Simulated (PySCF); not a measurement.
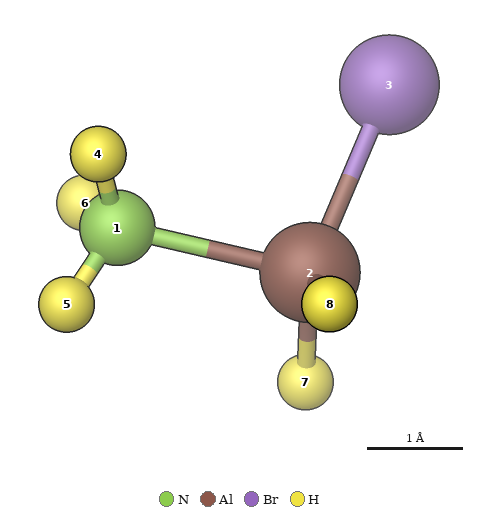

The structure (ball-and-stick view, seen at a tilt; atoms are numbered from 1 in the order of the input). Sticks mark near contacts. Bond lengths as drawn: Al–Br 2.27 Å, Al–H 1.55 Å, Al–N 2.08 Å and H–N 1.02 Å.

## Energy and gradient calculation, with input and output: AlNH₅Br

AlNH₅Br, computed with TPSS/def2-SVP, RKS (PySCF 2.14.0).

The geometry comes from this level: GFN2-xTB. Figures and captions count atoms from 1; the log counts them from 0 in places.

Log:
```
PySCF version 2.14.0

[INPUT] num. atoms = 8
[INPUT] num. electrons = 60
[INPUT] charge = 0
[INPUT] spin (= nelec alpha-beta = 2S) = 0
[INPUT] symmetry False subgroup None
[INPUT] Mole.unit = angstrom
[INPUT] Symbol           X                Y                Z      unit          X                Y                Z       unit  Magmom
[INPUT]  1 N     -0.700610000000   0.673080000000  -0.293600000000 AA   -1.323961020132   1.271936859922  -0.554823590172 Bohr   0.0
[INPUT]  2 Al     0.618610000000  -0.840980000000   0.256910000000 AA    1.169003477917  -1.589221876237   0.485489538662 Bohr   0.0
[INPUT]  3 Br     2.337270000000   0.413230000000   1.033850000000 AA    4.416800179162   0.780891526454   1.953693353882 Bohr   0.0
[INPUT]  4 H     -0.962690000000   1.261590000000   0.498400000000 AA   -1.819220442858   2.384059581490   0.941839500483 Bohr   0.0
[INPUT]  5 H     -1.552100000000   0.266110000000  -0.674760000000 AA   -2.933043917937   0.502875019008  -1.275111599812 Bohr   0.0
[INPUT]  6 H     -0.297610000000   1.280450000000  -1.008610000000 AA   -0.562401391932   2.419699816199  -1.905996666498 Bohr   0.0
[INPUT]  7 H      0.813230000000  -1.501230000000  -1.129410000000 AA    1.536781976280  -2.836913549981  -2.134275582345 Bohr   0.0
[INPUT]  8 H     -0.256110000000  -1.552260000000   1.317210000000 AA   -0.483977757762  -2.933346274117   2.489166148538 Bohr   0.0

nuclear repulsion = 227.316645798187
number of shells = 41
number of NR pGTOs = 169
number of NR cGTOs = 89
basis = def2-svp
ecp = {}

******** <class 'pyscf.dft.rks.RKS'> ********
method = RKS
initial guess = minao
damping factor = 0
level_shift factor = 0
DIIS = <class 'pyscf.scf.diis.CDIIS'>
diis_start_cycle = 1
diis_space = 8
diis_damp = 0
SCF conv_tol = 1e-10
SCF conv_tol_grad = None
SCF max_cycles = 50
direct_scf = True
direct_scf_tol = 1e-13
XC library pyscf.dft.libxc version 7.0.0
    S. Lehtola, C. Steigemann, M. J.T. Oliveira, and M. A.L. Marques.,  SoftwareX 7, 1–5 (2018)
XC functionals = tpss
    J. Tao, J. P. Perdew, V. N. Staroverov, and G. E. Scuseria.,  Phys. Rev. Lett. 91, 146401 (2003)
    J. Tao, J. P. Perdew, V. N. Staroverov, and G. E. Scuseria.,  Phys. Rev. Lett. 91, 146401 (2003)
radial grids:
    Treutler-Ahlrichs [JCP 102, 346 (1995); DOI:10.1063/1.469408] (M4) radial grids

becke partition: Becke, JCP 88, 2547 (1988); DOI:10.1063/1.454033
pruning grids: <function nwchem_prune>
grids dens level: 5
symmetrized grids: False
atomic radii adjust function: <function treutler_atomic_radii_adjust>
small_rho_cutoff = 0
Set gradient conv threshold to 1e-05
Initial guess from minao.
tot grids = 247600
init E= -2872.79532950089
  HOMO = -0.30978384629269  LUMO = -0.0446851380265878  gap/eV = 7.21370
cycle= 1 E= -2873.91593071508  delta_E= -1.12  |g|= 0.351  |ddm|= 2.53
  HOMO = -0.191964430670427  LUMO = -0.0137704831168248  gap/eV = 4.84890
cycle= 2 E= -2873.9181182811  delta_E= -0.00219  |g|= 0.366  |ddm|= 0.777
  HOMO = -0.218738341407414  LUMO = -0.0246500637941476  gap/eV = 5.28141
cycle= 3 E= -2873.94706840919  delta_E= -0.029  |g|=  0.1  |ddm|= 0.398
  HOMO = -0.227443911965949  LUMO = -0.0190442054621478  gap/eV = 5.67084
cycle= 4 E= -2873.94930487735  delta_E= -0.00224  |g|= 0.0121  |ddm|= 0.0964
  HOMO = -0.226237342152088  LUMO = -0.0195381580535909  gap/eV = 5.62457
cycle= 5 E= -2873.9493380355  delta_E= -3.32e-05  |g|= 0.00512  |ddm|= 0.0232
  HOMO = -0.226484975575905  LUMO = -0.0193398684071311  gap/eV = 5.63671
cycle= 6 E= -2873.94934315343  delta_E= -5.12e-06  |g|= 0.000725  |ddm|= 0.00652
  HOMO = -0.226471023186504  LUMO = -0.0193676376477345  gap/eV = 5.63557
cycle= 7 E= -2873.94934331386  delta_E= -1.6e-07  |g|= 0.000163  |ddm|= 0.000995
  HOMO = -0.226456510441009  LUMO = -0.019372395578952  gap/eV = 5.63505
cycle= 8 E= -2873.94934332313  delta_E= -9.27e-09  |g|= 2.52e-05  |ddm|= 0.000245
  HOMO = -0.226458346161357  LUMO = -0.0193735675434459  gap/eV = 5.63506
cycle= 9 E= -2873.94934332337  delta_E= -2.31e-10  |g|= 5e-06  |ddm|= 4.88e-05
  HOMO = -0.226458186283674  LUMO = -0.0193733721690115  gap/eV = 5.63506
cycle= 10 E= -2873.94934332339  delta_E= -2.77e-11  |g|= 1.14e-06  |ddm|= 6.38e-06
  HOMO = -0.226458289965694  LUMO = -0.0193733967731484  gap/eV = 5.63507
```

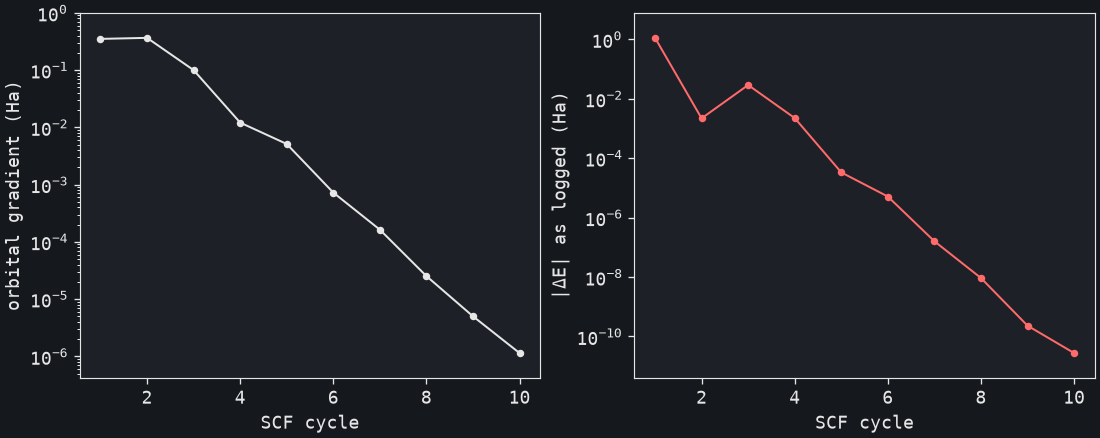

Convergence of the self-consistent field: orbital gradient and size of the energy change against the SCF cycle. The residual falls almost steadily, with no more than small rises.

```
Extra cycle  E= -2873.94934332337  delta_E= 2.55e-11  |g|= 1.08e-06  |ddm|= 2.53e-06
converged SCF energy = -2873.94934332337
total energy: -2873.94934332 hartree

******** <class 'pyscf.grad.rks.Gradients'> for <class 'pyscf.dft.rks.RKS'> ********
unit = Eh/Bohr
grid_response = False
--------------- RKS gradients ---------------
         x                y                z
0 N    -0.0079020636     0.0052182079    -0.0031957826
1 Al     0.0073612710    -0.0031596274     0.0030723254
2 Br    -0.0110931411    -0.0080902941    -0.0049873275
3 H     0.0016173506    -0.0037368733    -0.0043323536
4 H     0.0080588891     0.0023151880     0.0035794875
5 H    -0.0018827506    -0.0039232228     0.0039817442
6 H    -0.0029267698     0.0054640669     0.0120072900
7 H     0.0067572994     0.0059106247    -0.0101048365
----------------------------------------------
**** SCF Summaries ****
Total Energy =                       -2873.949343323367430
Nuclear Repulsion Energy =             227.316645798187039
One-electron Energy =                -4450.467484265332132
Two-electron Energy =                 1349.201495143777720
Two-electron Coulomb Energy =         1467.946264818071313
DFT Exchange-Correlation Energy =     -118.744769674293579
HOMO-LUMO gap [eV] =                     5.635066967572820
**** MO energy ****
MO #1   energy= -481.618674872004  occ= 2
MO #2   energy= -61.8717851483988  occ= 2
MO #3   energy= -55.7210739556587  occ= 2
MO #4   energy= -55.7197989692402  occ= 2
MO #5   energy= -55.7196092439914  occ= 2
MO #6   energy= -55.5960119275694  occ= 2
MO #7   energy= -14.2004912107685  occ= 2
MO #8   energy= -8.42961401480134  occ= 2
MO #9   energy= -6.27314234708444  occ= 2
MO #10  energy= -6.26814187505986  occ= 2
MO #11  energy= -6.26748771079371  occ= 2
MO #12  energy= -3.96115930661137  occ= 2
MO #13  energy= -2.53649243088509  occ= 2
MO #14  energy= -2.53353980540232  occ= 2
MO #15  energy= -2.52957124803241  occ= 2
MO #16  energy= -2.44063196687429  occ= 2
MO #17  energy= -2.43930793963617  occ= 2
MO #18  energy= -2.43881694637054  occ= 2
MO #19  energy= -2.43498373006652  occ= 2
MO #20  energy= -2.4349678916693   occ= 2
MO #21  energy= -0.882628915911384 occ= 2
MO #22  energy= -0.675899510729975 occ= 2
MO #23  energy= -0.514165534295885 occ= 2
MO #24  energy= -0.512235629251138 occ= 2
MO #25  energy= -0.411736822471914 occ= 2
MO #26  energy= -0.320598707820186 occ= 2
MO #27  energy= -0.274827902357551 occ= 2
MO #28  energy= -0.265480584410966 occ= 2
MO #29  energy= -0.241474778715086 occ= 2
MO #30  energy= -0.226458289965694 occ= 2
MO #31  energy= -0.0193733967731484 occ= 0
MO #32  energy= 0.0250842150328938 occ= 0
MO #33  energy= 0.0468840647420294 occ= 0
MO #34  energy= 0.0617016903311849 occ= 0
MO #35  energy= 0.0684867422716944 occ= 0
MO #36  energy= 0.10413587609742   occ= 0
MO #37  energy= 0.104475920873821  occ= 0
MO #38  energy= 0.140843048779135  occ= 0
MO #39  energy= 0.271220617345122  occ= 0
MO #40  energy= 0.28208583229454   occ= 0
MO #41  energy= 0.29139929107687   occ= 0
MO #42  energy= 0.328185448138927  occ= 0
MO #43  energy= 0.34494130117005   occ= 0
MO #44  energy= 0.423990446677179  occ= 0
MO #45  energy= 0.448406671180659  occ= 0
MO #46  energy= 0.476293683890178  occ= 0
MO #47  energy= 0.50077923486389   occ= 0
MO #48  energy= 0.506015343279726  occ= 0
MO #49  energy= 0.526594716971153  occ= 0
MO #50  energy= 0.529202563919903  occ= 0
MO #51  energy= 0.536561731931188  occ= 0
MO #52  energy= 0.569990799240092  occ= 0
MO #53  energy= 0.619044666715498  occ= 0
MO #54  energy= 0.620163806496126  occ= 0
MO #55  energy= 0.712126854295786  occ= 0
MO #56  energy= 0.718910698475504  occ= 0
MO #57  energy= 0.737892633821494  occ= 0
MO #58  energy= 0.766665398827423  occ= 0
MO #59  energy= 0.785255652700082  occ= 0
MO #60  energy= 0.805192313810291  occ= 0
MO #61  energy= 0.872980817553743  occ= 0
MO #62  energy= 0.943895568954611  occ= 0
MO #63  energy= 1.06359920441131   occ= 0
MO #64  energy= 1.10261311465409   occ= 0
MO #65  energy= 1.14837434999129   occ= 0
MO #66  energy= 1.16079437740948   occ= 0
MO #67  energy= 1.49195875792263   occ= 0
MO #68  energy= 1.57641601270108   occ= 0
MO #69  energy= 1.61437107018509   occ= 0
MO #70  energy= 1.63281292517632   occ= 0
MO #71  energy= 1.72799894801268   occ= 0
MO #72  energy= 1.80238183062565   occ= 0
MO #73  energy= 1.81924139523316   occ= 0
MO #74  energy= 1.91874707953682   occ= 0
MO #75  energy= 1.98994441647931   occ= 0
MO #76  energy= 1.99161928512871   occ= 0
MO #77  energy= 2.06247449722855   occ= 0
MO #78  energy= 2.24939793578381   occ= 0
MO #79  energy= 2.33419153171638   occ= 0
MO #80  energy= 2.67712216494887   occ= 0
MO #81  energy= 2.67769090336186   occ= 0
MO #82  energy= 2.80776696349941   occ= 0
MO #83  energy= 3.22291316833647   occ= 0
MO #84  energy= 3.22510671461117   occ= 0
MO #85  energy= 3.39780526018001   occ= 0
MO #86  energy= 3.40261557675605   occ= 0
MO #87  energy= 3.45208820378218   occ= 0
MO #88  energy= 3.46571684526056   occ= 0
MO #89  energy= 3.64285455246195   occ= 0
 ** Mulliken pop on meta-lowdin orthogonal AOs  **
 ** Mulliken pop  **
pop of  0 N 1s            1.99991
pop of  0 N 2s            1.31637
pop of  0 N 3s            0.00462
pop of  0 N 2px           1.38958
pop of  0 N 2py           1.42019
pop of  0 N 2pz           1.27508
pop of  0 N 3px           0.00374
pop of  0 N 3py           0.00396
pop of  0 N 3pz           0.00316
pop of  0 N 3dxy          0.00079
pop of  0 N 3dyz          0.00212
pop of  0 N 3dz^2         0.00030
pop of  0 N 3dxz          0.00111
pop of  0 N 3dx2-y2       0.00103
pop of  1 Al 1s           1.99999
pop of  1 Al 2s           1.99977
pop of  1 Al 3s           0.91155
pop of  1 Al 4s           0.00606
pop of  1 Al 2px          1.99977
pop of  1 Al 2py          1.99978
pop of  1 Al 2pz          1.99983
pop of  1 Al 3px          0.42404
pop of  1 Al 3py          0.44238
pop of  1 Al 3pz          0.71735
pop of  1 Al 4px          0.00776
pop of  1 Al 4py          0.00731
pop of  1 Al 4pz          0.00884
pop of  1 Al 3dxy         0.00712
pop of  1 Al 3dyz         0.00484
pop of  1 Al 3dz^2        0.00526
pop of  1 Al 3dxz         0.00527
pop of  1 Al 3dx2-y2      0.00390
pop of  2 Br 1s           2.00000
pop of  2 Br 2s           1.99991
pop of  2 Br 3s           1.99946
pop of  2 Br 4s           1.88375
pop of  2 Br 5s           0.00156
pop of  2 Br 2px          1.99999
pop of  2 Br 2py          1.99999
pop of  2 Br 2pz          1.99999
pop of  2 Br 3px          1.99979
pop of  2 Br 3py          1.99980
pop of  2 Br 3pz          1.99981
pop of  2 Br 4px          1.76106
pop of  2 Br 4py          1.81655
pop of  2 Br 4pz          1.89041
pop of  2 Br 5px          0.00077
pop of  2 Br 5py          0.00063
pop of  2 Br 5pz          0.00111
pop of  2 Br 3dxy         1.99982
pop of  2 Br 3dyz         1.99984
pop of  2 Br 3dz^2        1.99984
pop of  2 Br 3dxz         1.99983
pop of  2 Br 3dx2-y2      1.99983
pop of  2 Br 4dxy         0.00420
pop of  2 Br 4dyz         0.00130
pop of  2 Br 4dz^2        0.00161
pop of  2 Br 4dxz         0.00265
pop of  2 Br 4dx2-y2      0.00215
pop of  2 Br 5dxy         0.00001
pop of  2 Br 5dyz         0.00001
pop of  2 Br 5dz^2        0.00002
pop of  2 Br 5dxz         0.00002
pop of  2 Br 5dx2-y2      0.00001
pop of  3 H 1s            0.74474
pop of  3 H 2s            0.01136
pop of  3 H 2px           0.00032
pop of  3 H 2py           0.00060
pop of  3 H 2pz           0.00101
pop of  4 H 1s            0.74546
pop of  4 H 2s            0.01089
pop of  4 H 2px           0.00095
pop of  4 H 2py           0.00076
pop of  4 H 2pz           0.00025
pop of  5 H 1s            0.74465
pop of  5 H 2s            0.01133
pop of  5 H 2px           0.00069
pop of  5 H 2py           0.00062
pop of  5 H 2pz           0.00062
pop of  6 H 1s            1.18914
pop of  6 H 2s            0.00180
pop of  6 H 2px           0.00016
pop of  6 H 2py           0.00052
pop of  6 H 2pz           0.00213
pop of  7 H 1s            1.18887
pop of  7 H 2s            0.00180
pop of  7 H 2px           0.00074
pop of  7 H 2py           0.00060
pop of  7 H 2pz           0.00148
 ** Mulliken atomic charges  **
charge of    0N =     -0.42197
charge of    1Al =      0.44919
charge of    2Br =     -0.36572
charge of    3H =      0.24197
charge of    4H =      0.24168
charge of    5H =      0.24208
charge of    6H =     -0.19375
charge of    7H =     -0.19349
Dipole moment(X, Y, Z, Debye): -4.71139,  3.12997, -2.01116
```

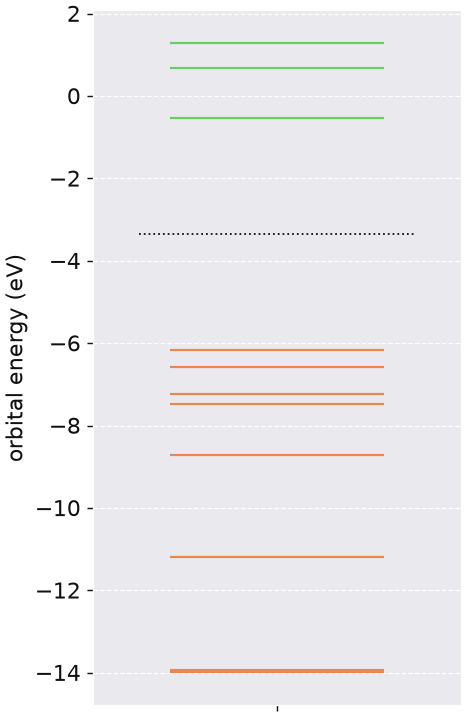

Orbital energies near the frontier; the dotted line parts filled from empty levels, and levels within 0.02 eV of each other stand side by side. Highest filled −6.16 eV, lowest empty −0.53 eV, 5.63 eV apart.

This output came from the following input.

Input file (calc.py):
```python
import pyscf.grad
from pyscf import gto, dft

molecule = gto.M(
    atom='mol.xyz',
    basis='def2-svp',
    verbose=4,
    max_memory=1860,
    charge=0,
    spin=0,
)

calc0 = dft.RKS(molecule)
calc0.xc = 'tpss'
calc0.conv_tol = 1e-10
calc0.grids.level = 5
calc0.kernel()
if not calc0.converged:
    calc0 = calc0.newton().run(calc0.mo_coeff, calc0.mo_occ)

e_final = calc0.e_tot
print(f'total energy: {e_final:.8f} hartree')
grad = calc0.Gradients().kernel()
calc0.analyze()
```

File mol.xyz:
```
8

N     -0.700610     0.673080    -0.293600
Al     0.618610    -0.840980     0.256910
Br     2.337270     0.413230     1.033850
H     -0.962690     1.261590     0.498400
H     -1.552100     0.266110    -0.674760
H     -0.297610     1.280450    -1.008610
H      0.813230    -1.501230    -1.129410
H     -0.256110    -1.552260     1.317210
```

Command:
```bash
OMP_NUM_THREADS=1 python calc.py
```

Key numbers:

- outcome: converged
- total energy: −2873.949343 hartree
- basis functions: 89
- largest force: 0.751 eV/Å
- HOMO: −6.16 eV
- LUMO: −0.53 eV
- dipole moment: 6.00 D
- hardware: 1 thread of Intel Xeon (Sapphire Rapids), 16 GiB of memory available, shared host
- wall time: 32 s
- peak memory: 0.92 GiB
